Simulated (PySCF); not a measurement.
```xyz
13

Si    0.2834   -0.0049    0.2094
O     0.2542   -0.0729    1.8800
H     0.6308    0.6905    2.3276
O     1.8568    0.0568   -0.3493
H     2.3920   -0.7218   -0.1720
C    -0.5035    1.5562   -0.4328
H     0.0847    2.4429   -0.1480
H    -1.5238    1.6794   -0.0388
H    -0.5604    1.5394   -1.5322
C    -0.5820   -1.5578   -0.3457
H    -1.6412   -1.5440   -0.0450
H    -0.1234   -2.4500    0.1091
H    -0.5368   -1.6660   -1.4402
```

Geometry: PBE0-D3(BJ)/def2-SVP.

The calculation used PBE0/pcSseg-1, SCF density, gas phase, non-relativistic in PySCF.

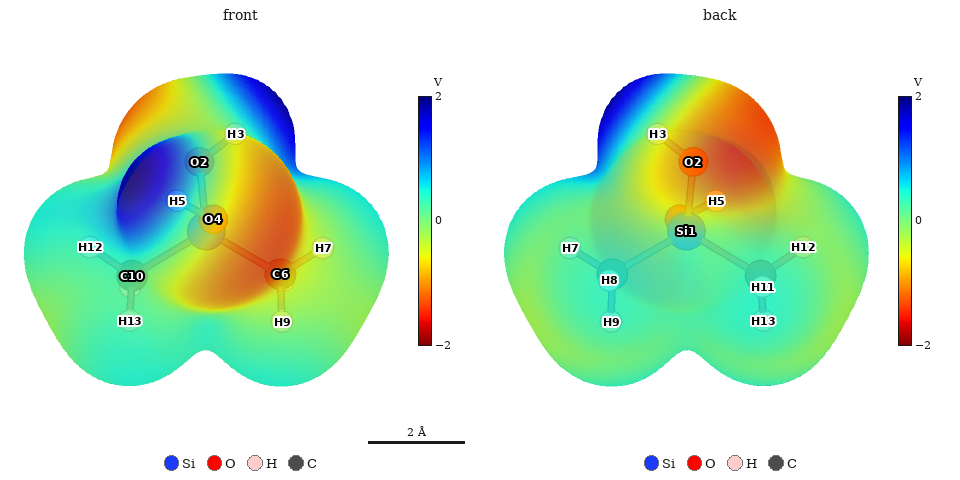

C$_{2}$H$_{8}$O$_{2}$Si (Si(OH)2Me2). The molecular electrostatic potential painted on the density surface at 0.001 e/bohr³, seen from the front and from behind; red is negative and blue positive.

### Which sites attract a positive test charge, and which a negative one?

A positive charge is drawn to the negative regions and a negative charge to the positive ones. The most negative region (about −1.4 V) lies over O2 and O4, the most positive (about +1.9 V) over H3 and H5.

### What dipole moment does the calculation give?

Its dipole moment is 0.18 D.
